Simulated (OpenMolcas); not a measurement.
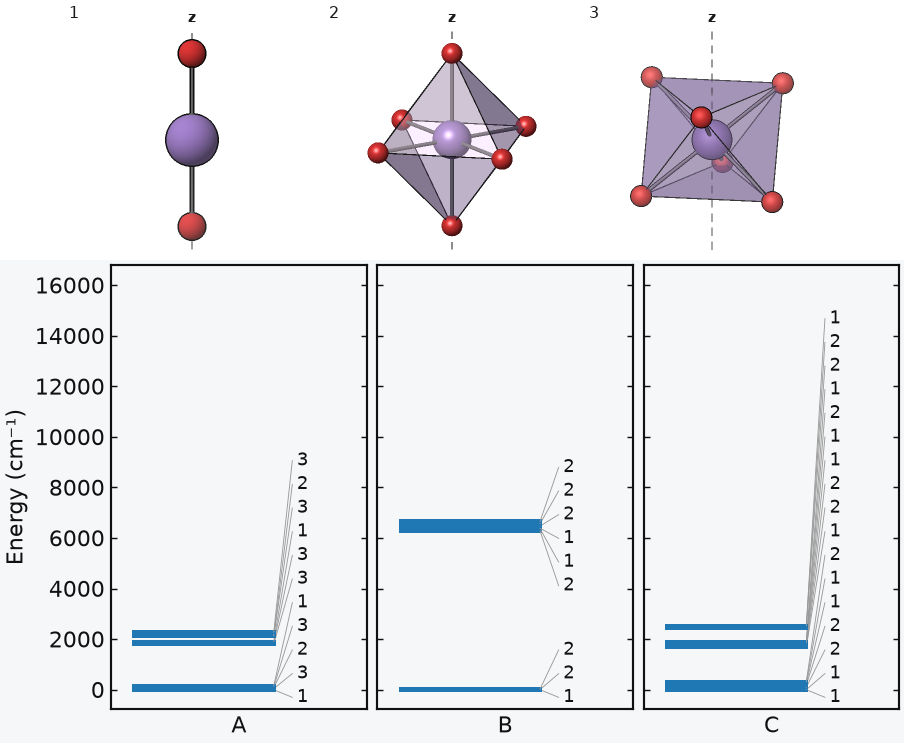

Mn³⁺ (3d⁴) among point charges in three arrangements (top) and its lowest levels in each (bottom, numbers are degeneracies). Computed with OpenMolcas: state-averaged CASSCF, active space 4 electrons in the shell 3d, basis ANO-RCC-VDZP, DKH2 scalar Hamiltonian, spin-orbit coupling by RASSI with atomic mean-field integrals.

(1) 2 point charges of −2 e at 1.67 Å, arranged as: linear (D∞h)
(2) 6 point charges of −2 e at 2.29 Å, arranged as: octahedron (Oh)
(3) 6 point charges of −1.5 e at 2.23 Å, arranged as: trigonal antiprism (D3d), axial distortion 1.04

Question: Match the level schemes to the arrangements.

Answer: A is (2). The ground level is A₁, non-degenerate, 100 % from states of spin multiplicity 5. The next level lies at 40 cm⁻¹ (T₁). B is (1). The ground level is non-degenerate, 100 % from states of spin multiplicity 5. The next level lies at 6.2 cm⁻¹. C is (3). The ground level is A₁, non-degenerate, 100 % from states of spin multiplicity 5. The next level lies at 4.9 cm⁻¹ (A₂).

Limits of the model: point charges lack covalency, field too small at true ligand charges; small active space favours high spin, ground spin may be wrong.
